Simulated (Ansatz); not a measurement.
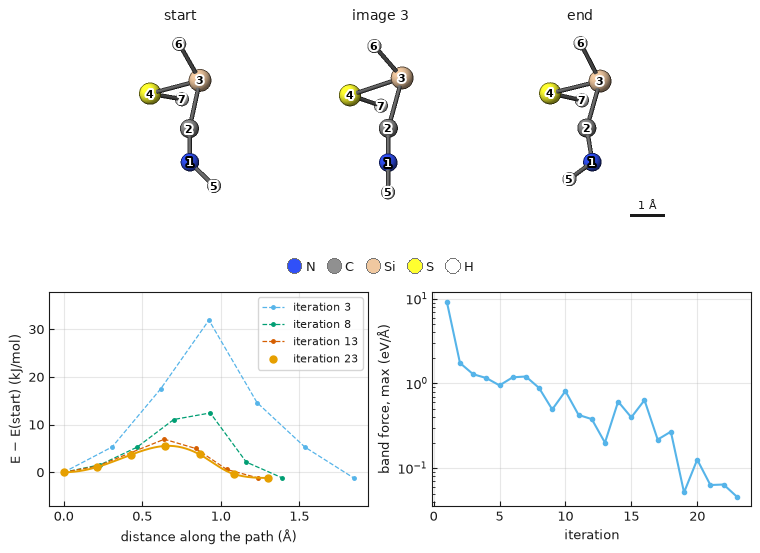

NEB run on CH3NSSi. Images are numbered from 0 (start) to 6 (end). The plot follows the band through its iterations. A ball-and-stick model, seen from a free direction.

Computed with RKS revPBE/def2-SVP (Ansatz 0.2.0). Set-up: 5 movable images; climbing image; force threshold 0.05 eV/Å; iteration limit 60; starting path through a guess of the saddle point.

Did the band converge, and can the barrier be trusted?

The result is final at these settings. The band converged in 23 iterations. The largest component of the band force went from 9.3 to 0.046 eV/Å. The climbing image converged on the top of the path. Its vibrational analysis gives one imaginary mode (297i cm⁻¹), as a transition state must have. The first iteration put the highest image at 147.7 kJ/mol. Forward barrier 5.5 kJ/mol, backward barrier 6.7 kJ/mol, with image 3 at the top; the reaction energy is −1.2 kJ/mol.
